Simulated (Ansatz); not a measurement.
# Swapping H for OH on Ge: the atomisation energy

Gas-phase molecules. On one Ge centre that keeps SiH3, n of the H ligands are replaced by OH. The atomisation energy (no zero-point term) y in kJ/mol at CCSD(T)/def2-TZVPP. Shapes: PBE0-D4/def2-TZVP. Flexible molecules stand in one conformer, not always the lowest. Programs: Ansatz 0.2.0.

```
      molecule  n  y (kJ/mol)
    SiH3(GeH3)  0        2112
GeH2(OH)(SiH3)  1           ?
GeH(OH)2(SiH3)  2        3112
 Ge(OH)3(SiH3)  3        3647
```

Fit y = c + s·n to the known rows and predict GeH2(OH)(SiH3).


1. Means of the 3 rows: n = 1.66667, y = 2957.0.
2. Σ(Δn)² = 4.6667, Σ(Δn·Δy) = 2380, so the slope is 2380/4.6667 = 510.
3. Intercept: 2957.0 − (510) × 1.66667 = 2107.0. The largest residual of the fit is 15.
4. GeH2(OH)(SiH3): 2107.0 + (510) × 1 = 2617 kJ/mol.

The run gave 2599 kJ/mol, so the prediction is off by +18 kJ/mol, about the largest residual. The steps per swap are +487, +513, +535 kJ/mol. The slope is the difference between a Ge–OH and a Ge–H bond with the ligands’ own bonds. Other levels give for GeH2(OH)(SiH3): HF/def2-TZVPP 1918; B3LYP-D4/def2-TZVPP 2631; wB97M-V/def2-TZVPP 2634 kJ/mol. Coupled cluster in double- or triple-zeta sets underbinds by a few per cent against its basis-set limit. Relativity is left out for Ge. Outer-core shells of Ge are correlated, in sets that cover them unevenly.

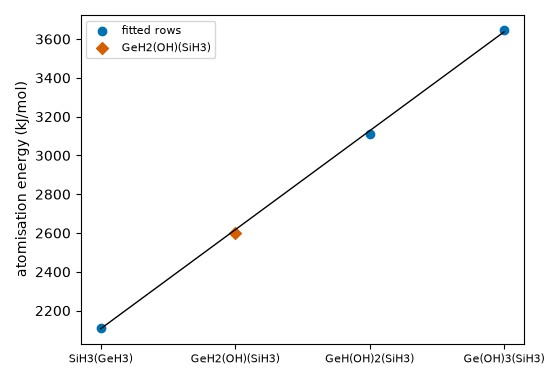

The fitted line, with the withheld member.
